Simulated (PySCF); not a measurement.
CH9Ge2InO, SMILES C[O][In]([GeH3])[GeH3], singlet at its PBE0/def2-SVP optimised geometry (Å):

```
14

In    -0.1765    -0.2304     0.0000
Ge    -2.1024    -1.9920     0.0034
H     -3.0029    -1.8086    -1.2333
H     -1.5523    -3.4321    -0.0148
H     -2.9753    -1.8307     1.2631
Ge     2.4469    -0.2304     0.0000
H      3.0029     0.4985    -1.2404
H      3.0020     0.4815     1.2507
H      3.0029    -1.6683    -0.0094
O     -0.9720     1.6183     0.0000
C     -0.2778     2.8204     0.0040
H     -0.5351     3.4321    -0.8830
H     -0.5352     3.4264     0.8951
H      0.8282     2.7100     0.0037
```

Level of theory: PBE0/def2-TZVP, def2 effective core potentials past Kr (PySCF). The core electrons that the potentials of In replace are not part of the density. Cells within 0.4 Å of a nucleus heavier than hydrogen are left out (blank, or x).

Map of the electrostatic potential (hartree/e), clipped to [-0.08, 0.12] on the plane z = 0.0 Å:

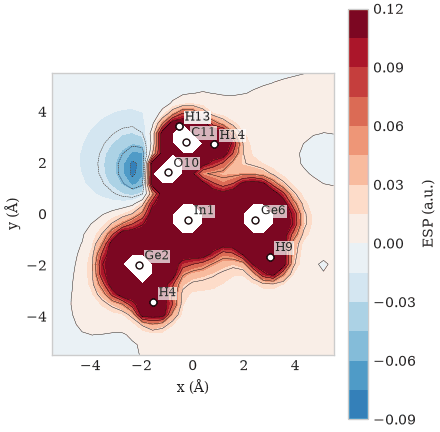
*Electrostatic potential (hartree/e), clipped to [-0.08, 0.12] on the plane z = 0.0 Å.*
